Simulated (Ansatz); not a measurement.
**AlNH₃O: geometry relaxation**

System: AlNH₃O, multiplicity 2, SMILES [NH2][Al][OH].
Method: UKS B3LYP-D4/def2-TZVP (Ansatz 0.2.0).

It belongs to a series of runs on one base structure; here: end point A relaxed. Figures and captions count atoms from 1; the log counts them from 0 in places.

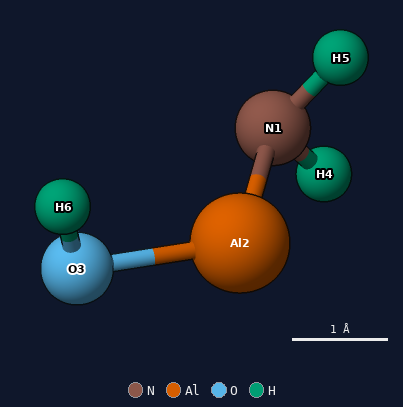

*The starting structure (ball-and-stick view, seen at a tilt; atoms are numbered from 1 in the order of the input). Sticks mark near contacts.*

Bond lengths as drawn: Al–N 1.85 Å, Al–O 1.81 Å, H–N 1.01 to 1.09 Å and H–O 1.02 Å.

## Summary

```tsv
quantity	value
outcome	converged
total energy	−10186.8416 eV
mean-field energy	−10186.7040 eV
⟨S²⟩	0.752
largest force (length of the vector) at the end	0.004 eV/Å
hardware	2 threads of AMD EPYC (Zen 5), 16 GiB of memory available, shared host
wall time	13 s (CPU time 24 s)
peak memory	0.23 GiB
```

## The input
```yaml
crystal:
  periodic: [false, false, false]
  atoms:
    - { symbol: "N", position_ang: [-1.103, 0.1389, -0.4632] }
    - { symbol: Al, position_ang: [0.6936, -0.2897, -0.3672] }
    - { symbol: O, position_ang: [1.4035, -0.7286, 1.2394] }
    - { symbol: H, position_ang: [-1.5172, -0.462, -1.1614] }
    - { symbol: H, position_ang: [-1.1945, 1.1312, -0.914] }
    - { symbol: H, position_ang: [1.7596, 0.1461, 1.6202] }
magnetization:
  spin_polarized: true
  initial_magnetization: 1
basis:
  gaussian: { orbitals: def2-TZVP }
hamiltonian:
  xc: b3lyp
  dispersion: d4
relax:
  f_tol: 0.015
  max_steps: 40
```

Launch command:
```bash
ansatz run input.yaml --threads 2 --pin off --max-ram 3072MiB --backend cpu --events-out ev --progress --plain --runs-dir out
```

## Output
```
The last accepted step is kept in [file] (removed where the run ends without a failure and the disk answers)
Engine: ansatz 0.2.0, x86_64-unknown-linux-gnu
Functional definition: B3LYP
  parameter a0 = 0.2
  parameter ax = 0.72
  parameter ac = 0.81
  exchange = (1 - a0 - ax)*slater_x + ax*b88_x + a0*exact_x
  correlation = (1 - ac)*vwn_rpa_c + ac*lyp_c
697 factors; their error is unknown
mean field evaluation 1: about -10171.1348 eV, gradient 6.3e1 eV
mean field evaluation 2: about -10090.8138 eV, gradient 1.3e2 eV
mean field evaluation 4: about -10185.2141 eV, gradient 1.4e1 eV
mean field evaluation 8: about -10185.9163 eV, gradient 1.4e-1 eV
mean field evaluation 16: about -10185.9273 eV, gradient 2.2e-4 eV
mean field -10185.92726337 eV, -374.3259226594 hartree, gradient 1.2e-5 eV, S^2 0.753322; 0 other end points of the search recorded, 0 dependent functions left out
the calculation of the forces begins
reference -10185.92748445 eV, -374.3259307838 hartree; 16, 15 occupied and 101, 102 virtual orbitals, 697 factors
relax step   1: F+E_penalty+E_count = -10186.06099378 eV  Δ(F+E_penalty+E_count) = +0.000e0 eV  max|allowed force component| = 2.525e0 eV/Å  Δτ_max = 0.0000 Å  (31 SCF iters, accepted)
these checks for a lower state are left out or cut short: starts, cluster_reference, orbital_swaps, neighbouring_geometries, increment
697 factors; their error is unknown
mean field -10186.15992307 eV, -374.3344727458 hartree, gradient 7.1e-6 eV, S^2 0.753056; 0 other end points of the search recorded, 0 dependent functions left out
[... from here on the field's lines of each further geometry are left out, up to the last ...]
relax step   2: F+E_penalty+E_count = -10186.29369983 eV  Δ(F+E_penalty+E_count) = -2.327e-1 eV  max|allowed force component| = 1.328e0 eV/Å  Δτ_max = 0.0552 Å  (33 SCF iters, accepted)
relax step   3: F+E_penalty+E_count = -10186.40947632 eV  Δ(F+E_penalty+E_count) = -1.158e-1 eV  max|allowed force component| = 5.052e-1 eV/Å  Δτ_max = 0.0630 Å  (32 SCF iters, accepted)
relax step   4: F+E_penalty+E_count = -10186.45738199 eV  Δ(F+E_penalty+E_count) = -4.791e-2 eV  max|allowed force component| = 4.189e-1 eV/Å  Δτ_max = 0.1264 Å  (38 SCF iters, accepted)
relax step   5: F+E_penalty+E_count = -10186.48420435 eV  Δ(F+E_penalty+E_count) = -2.682e-2 eV  max|allowed force component| = 8.694e-1 eV/Å  Δτ_max = 0.1312 Å  (32 SCF iters, accepted)
relax step   6: F+E_penalty+E_count = -10186.57947928 eV  Δ(F+E_penalty+E_count) = -9.527e-2 eV  max|allowed force component| = 4.878e-1 eV/Å  Δτ_max = 0.1974 Å  (36 SCF iters, accepted)
relax step   7: F+E_penalty+E_count = -10186.65661055 eV  Δ(F+E_penalty+E_count) = -7.713e-2 eV  max|allowed force component| = 9.352e-1 eV/Å  Δτ_max = 0.1984 Å  (37 SCF iters, accepted)
relax step   8: F+E_penalty+E_count = -10186.76643865 eV  Δ(F+E_penalty+E_count) = -1.098e-1 eV  max|allowed force component| = 4.929e-1 eV/Å  Δτ_max = 0.1973 Å  (37 SCF iters, accepted)
relax step   9: F+E_penalty+E_count = -10186.82878497 eV  Δ(F+E_penalty+E_count) = -6.235e-2 eV  max|allowed force component| = 2.432e-1 eV/Å  Δτ_max = 0.1977 Å  (36 SCF iters, accepted)
relax step  10: F+E_penalty+E_count = -10186.83658709 eV  Δ(F+E_penalty+E_count) = -7.802e-3 eV  max|allowed force component| = 3.629e-1 eV/Å  Δτ_max = 0.0393 Å  (32 SCF iters, accepted)
relax step  11: F+E_penalty+E_count = -10186.80663429 eV  Δ(F+E_penalty+E_count) = +2.995e-2 eV  max|allowed force component| = 1.235e0 eV/Å  Δτ_max = 0.0674 Å  (33 SCF iters, rejected (line search))
relax step  12: F+E_penalty+E_count = -10186.84101276 eV  Δ(F+E_penalty+E_count) = -4.426e-3 eV  max|allowed force component| = 6.412e-2 eV/Å  Δτ_max = 0.0333 Å  (33 SCF iters, accepted)
relax step  13: F+E_penalty+E_count = -10186.84114006 eV  Δ(F+E_penalty+E_count) = -1.273e-4 eV  max|allowed force component| = 3.829e-2 eV/Å  Δτ_max = 0.0151 Å  (34 SCF iters, accepted)
the calculation of the forces begins
reference -10186.70398556 eV, -374.3544666733 hartree; 16, 15 occupied and 101, 102 virtual orbitals, 697 factors
relax step  14: F+E_penalty+E_count = -10186.84137543 eV  Δ(F+E_penalty+E_count) = -2.354e-4 eV  max|allowed force component| = 3.293e-3 eV/Å  Δτ_max = 0.0080 Å  (34 SCF iters, accepted)
697 factors; their error is unknown
mean field evaluation 128: about -10186.7038 eV, gradient 1.2e-2 eV
```

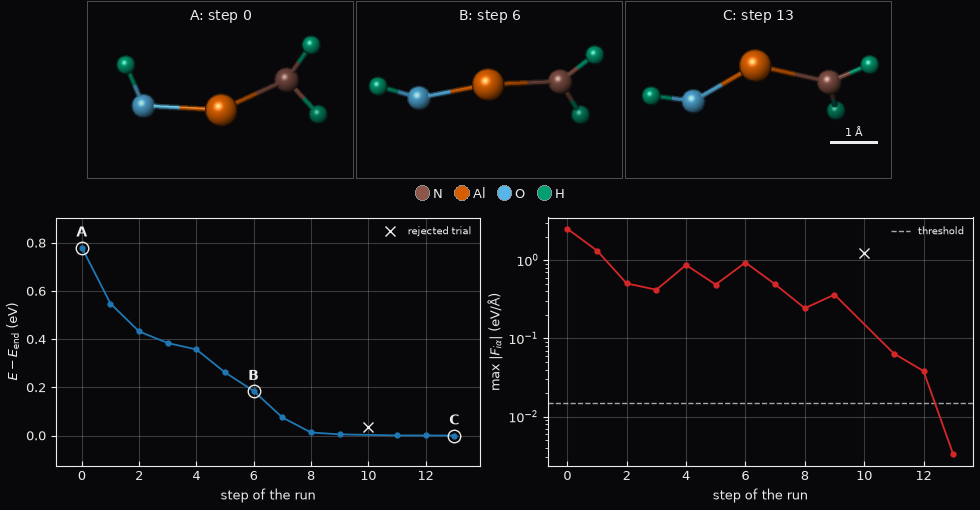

*Frames of the relaxation (ball-and-stick view, seen at a tilt) above the curves, on which the letters mark them (the first geometry is step 0 here and step 1 in the log).*

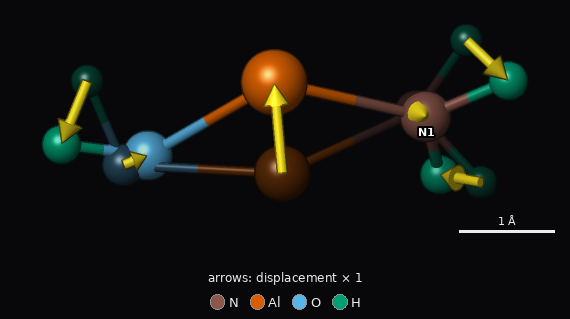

*Start (faint) and end (solid) with the displacements as yellow arrows, at true length (ball-and-stick view, seen at a tilt). The two geometries are laid on each other by the best rigid fit.*

Al2 moves most after the best rigid fit: 0.96 Å. Largest moves by element: Al 0.96 Å, H 0.73 Å, N 0.36 Å, O 0.28 Å. Among the contacts that change: Al2–O3 1.810 → 1.711 Å, N1–H5 1.094 → 1.007 Å, N1–Al2 1.850 → 1.774 Å, O3–H6 1.018 → 0.958 Å. Among the angles that change: Al2–O3–H6 105.1° → 123.7°, Al2–N1–H5 108.2° → 125.1°, Al2–N1–H4 107.2° → 124.0°. Over 13 geometry steps the energy falls by 0.780 eV. Largest force component: 2.5 eV/Å at the start, 0.0033 eV/Å at the end. The line search rejected the trial step at point 10 (counted from 0) and went back. (Atoms are counted from 1 in the order of the input.)

```
mean field -10186.70376471 eV, -374.3544585572 hartree, gradient 3.9e-5 eV, S^2 0.751515; 1 other end points of the search recorded, 0 dependent functions left out
the calculation of the forces begins
reference -10186.70398556 eV, -374.3544666733 hartree; 16, 15 occupied and 101, 102 virtual orbitals, 697 factors
Total energy: -10186.84159627 eV, -374.3595237738 hartree
Atom 0 at    -0.919969     0.238679    -0.772401 Å, force     0.001202    -0.000499     0.000211 eV/Å
Atom 1 at     0.639756     0.570474     0.005525 Å, force     0.000883     0.000085     0.000288 eV/Å
Atom 2 at     1.172467    -0.596094     1.137904 Å, force     0.001088    -0.000396     0.001741 eV/Å
Atom 3 at    -1.484186    -0.577222    -0.582512 Å, force    -0.000146     0.003293    -0.002371 eV/Å
Atom 4 at    -1.361542     0.829270    -1.458403 Å, force    -0.001153    -0.002995     0.002017 eV/Å
Atom 5 at     1.995474    -0.529207     1.623687 Å, force    -0.001874     0.000513    -0.001887 eV/Å
Dipole moment:     0.049867     0.149370    -0.069004 e Å
```

## Trajectory as extended XYZ (Å, eV, eV/Å), 14 frames, from step=1 to step=14
```
6
Properties=species:S:1:pos:R:3:forces:R:3 step=1 energy=-10186.06099
N    -1.1030    0.1389   -0.4632    0.5291   2.3032  -0.9974
Al    0.6936   -0.2897   -0.3672    0.2891  -0.4509   1.4826
O     1.4035   -0.7286    1.2394    0.1612   2.5252  -0.7752
H    -1.5172   -0.4620   -1.1614   -0.4700  -0.2673  -0.2683
H    -1.1945    1.1312   -0.9140    0.0967  -2.1144   1.0513
H     1.7596    0.1461    1.6202   -0.6061  -1.9958  -0.4931
6
Properties=species:S:1:pos:R:3:forces:R:3 step=2 energy=-10186.29370
N    -1.0905    0.1536   -0.4958    0.3165   0.7066  -0.6967
Al    0.6985   -0.2733   -0.3434    0.0947  -0.3177   0.9714
O     1.3968   -0.6945    1.2348   -0.0814   1.3281  -0.7508
H    -1.5516   -0.4611   -1.1673   -0.1241  -0.0163   0.1215
H    -1.2067    1.1017   -0.9152    0.0337  -0.7704   0.4684
H     1.7955    0.1095    1.6407   -0.2394  -0.9303  -0.1139
6
Properties=species:S:1:pos:R:3:forces:R:3 step=3 energy=-10186.40948
N    -1.0517    0.1646   -0.5442    0.1905  -0.5052  -0.1581
Al    0.7194   -0.2529   -0.3292   -0.3242  -0.0076  -0.1914
O     1.3726   -0.6491    1.2007    0.0296   0.2846   0.0209
H    -1.5902   -0.4751   -1.1317    0.0910   0.1191   0.2038
H    -1.2211    1.0861   -0.9189   -0.0839   0.3160  -0.0712
H     1.8129    0.0623    1.6771    0.0970  -0.2070   0.1960
6
Properties=species:S:1:pos:R:3:forces:R:3 step=4 energy=-10186.45738
N    -0.9954    0.1615   -0.6552   -0.1511  -0.0606   0.0856
Al    0.7247   -0.2045   -0.3314    0.2676   0.0180  -0.0398
O     1.3275   -0.5914    1.2197   -0.4189  -0.1618  -0.2485
H    -1.6304   -0.4976   -1.0764   -0.0892  -0.1481  -0.0492
H    -1.2794    1.0892   -0.9274   -0.0154   0.1829  -0.0624
H     1.8950   -0.0213    1.7245    0.4071   0.1696   0.3142
6
Properties=species:S:1:pos:R:3:forces:R:3 step=5 energy=-10186.48420
N    -1.0097    0.1693   -0.6737   -0.1513  -0.1407  -0.0506
Al    0.7278   -0.1464   -0.3105   -0.0327   0.2087  -0.1673
O     1.2709   -0.5514    1.2525    0.8339   0.6546   0.8332
H    -1.6319   -0.5259   -1.0760    0.1381   0.1299   0.0987
H    -1.3158    1.0886   -0.9745    0.0814  -0.1243  -0.0063
H     2.0007   -0.0982    1.7359   -0.8694  -0.7281  -0.7078
6
Properties=species:S:1:pos:R:3:forces:R:3 step=6 energy=-10186.57948
N    -1.0175    0.1841   -0.6732   -0.4333   0.1366  -0.3359
Al    0.7183    0.0445   -0.2614    0.2497   0.2614   0.1107
O     1.2595   -0.5397    1.2505    0.3266   0.1632   0.3877
H    -1.6316   -0.5661   -0.9805    0.1719   0.1297   0.2167
H    -1.3283    1.0485   -1.1220    0.1730  -0.3922   0.1064
H     2.0417   -0.2353    1.7404   -0.4878  -0.2986  -0.4856
6
Properties=species:S:1:pos:R:3:forces:R:3 step=7 energy=-10186.65661
N    -1.0161    0.2026   -0.6779   -0.4759   0.3680  -0.7994
Al    0.7225    0.2371   -0.2140   -0.0272  -0.0672   0.5589
O     1.2545   -0.5534    1.2295   -0.1437   0.1507  -0.2920
H    -1.6283   -0.6023   -0.8630    0.4790   0.5386   0.2858
H    -1.3348    1.0021   -1.2609    0.2931  -0.9352   0.5143
H     2.0442   -0.3502    1.7401   -0.1252  -0.0549  -0.2676
6
Properties=species:S:1:pos:R:3:forces:R:3 step=8 energy=-10186.76644
N    -1.0075    0.2255   -0.7214   -0.1232  -0.0212  -0.2925
Al    0.6536    0.3647   -0.0803    0.0728   0.1394   0.1618
O     1.2371   -0.5734    1.2326    0.0122  -0.0003  -0.0227
H    -1.6016   -0.6022   -0.7721    0.2189   0.4145   0.0871
H    -1.3207    0.9438   -1.3778    0.0591  -0.4929   0.2717
H     2.0811   -0.4225    1.6727   -0.2398  -0.0395  -0.2054
6
Properties=species:S:1:pos:R:3:forces:R:3 step=9 energy=-10186.82878
N    -0.9479    0.2453   -0.7782    0.0760  -0.2432   0.1821
Al    0.6235    0.5267    0.0289   -0.0992  -0.0491  -0.0287
O     1.2132   -0.6154    1.1738   -0.1385   0.1175  -0.1639
H    -1.5361   -0.5687   -0.6281    0.1447   0.1687  -0.0087
H    -1.3576    0.8465   -1.4772    0.0816   0.0073   0.0602
H     2.0470   -0.4985    1.6346   -0.0646  -0.0013  -0.0410
6
Properties=species:S:1:pos:R:3:forces:R:3 step=10 energy=-10186.83659
N    -0.9370    0.2420   -0.7769    0.3629   0.0320   0.2009
Al    0.6363    0.5528    0.0179   -0.2274  -0.0536  -0.1088
O     1.1901   -0.6053    1.1550    0.0511   0.0602  -0.0062
H    -1.5058   -0.5719   -0.6033   -0.0512  -0.0728   0.0186
H    -1.3627    0.8354   -1.4688   -0.0004   0.0462  -0.0261
H     2.0211   -0.5171    1.6299   -0.1351  -0.0119  -0.0784
6
Properties=species:S:1:pos:R:3:forces:R:3 step=11 energy=-10186.80663 accepted=F
N    -0.8946    0.2397   -0.7603   -1.2349  -0.2286  -0.6377
Al    0.6171    0.5786   -0.0069    1.2014   0.1705   0.6532
O     1.1489   -0.5990    1.1226    0.0192   0.0742  -0.0337
H    -1.4564   -0.5773   -0.5577    0.0207   0.0640  -0.0389
H    -1.3465    0.8217   -1.4498    0.0063  -0.0735   0.0582
H     1.9734   -0.5278    1.6059   -0.0126  -0.0066  -0.0011
6
Properties=species:S:1:pos:R:3:forces:R:3 step=12 energy=-10186.84101
N    -0.9179    0.2359   -0.7711    0.0233   0.0329  -0.0065
Al    0.6449    0.5755    0.0014   -0.0525  -0.0641   0.0134
O     1.1681   -0.5925    1.1385    0.0047   0.0251  -0.0175
H    -1.4841   -0.5791   -0.5836    0.0208  -0.0019   0.0166
H    -1.3616    0.8286   -1.4536   -0.0042   0.0071  -0.0108
H     1.9926   -0.5325    1.6222    0.0077   0.0009   0.0048
6
Properties=species:S:1:pos:R:3:forces:R:3 step=13 energy=-10186.84114
N    -0.9209    0.2422   -0.7728   -0.0218  -0.0297   0.0039
Al    0.6348    0.5711    0.0118    0.0375   0.0383  -0.0107
O     1.1751   -0.5982    1.1367   -0.0072  -0.0157   0.0104
H    -1.4830   -0.5744   -0.5797   -0.0106  -0.0036  -0.0086
H    -1.3618    0.8255   -1.4653    0.0079   0.0071   0.0090
H     1.9977   -0.5303    1.6232   -0.0058   0.0036  -0.0040
6
Properties=species:S:1:pos:R:3:forces:R:3 step=14 energy=-10186.84137
N    -0.9200    0.2387   -0.7724    0.0012  -0.0005   0.0002
Al    0.6398    0.5705    0.0055    0.0009   0.0001   0.0003
O     1.1725   -0.5961    1.1379    0.0011  -0.0004   0.0017
H    -1.4842   -0.5772   -0.5825   -0.0001   0.0033  -0.0024
H    -1.3615    0.8293   -1.4584   -0.0012  -0.0030   0.0020
H     1.9955   -0.5292    1.6237   -0.0019   0.0005  -0.0019
```
